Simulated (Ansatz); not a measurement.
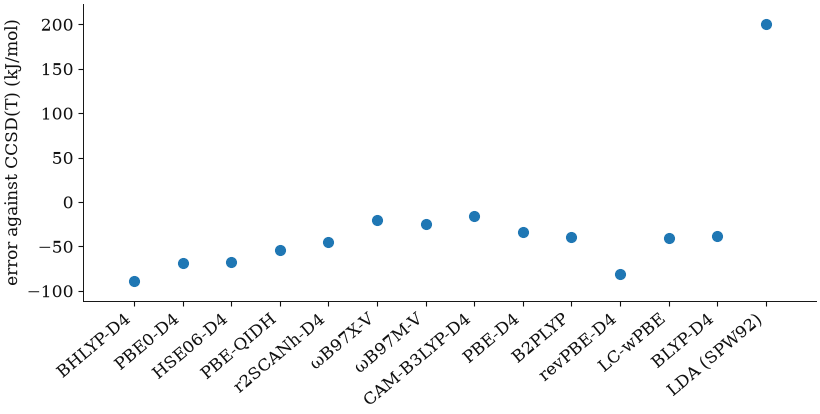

Error in the electronic atomisation energy (method less reference, so positive means overbinding) of SiH₂F₂, SMILES F[SiH2]F: functionals in def2-TZVPP against frozen-core CCSD(T) at the limit (scheme: direct), which gives 1877.9 kJ/mol, at a PBE0-D4/def2-TZVP geometry (a minimum by its frequencies), no zero-point or spin-orbit term, the Ansatz code. The reference leaves out core correlation, a term that grows with the number of heavy atoms. PBE-QIDH and B2PLYP hold a correlation term that converges slowly with the basis, so part of the distance to the limit is basis error. No dispersion term is added to PBE-QIDH, B2PLYP and LC-wPBE.

Question: What range do the values span?

Answer: From −88.5 kJ/mol (BHLYP-D4) to 200.4 kJ/mol (LDA (SPW92)).

Question: Give the values.

Answer:
```tsv
level	kJ/mol
BHLYP-D4	−88.5
PBE0-D4	−68.1
HSE06-D4	−67.2
PBE-QIDH	−54.2
r2SCANh-D4	−45.2
ωB97X-V	−20.7
ωB97M-V	−24.7
CAM-B3LYP-D4	−15.6
PBE-D4	−33.7
B2PLYP	−39.5
revPBE-D4	−81.4
LC-wPBE	−40.5
BLYP-D4	−38.6
LDA (SPW92)	200.4
```
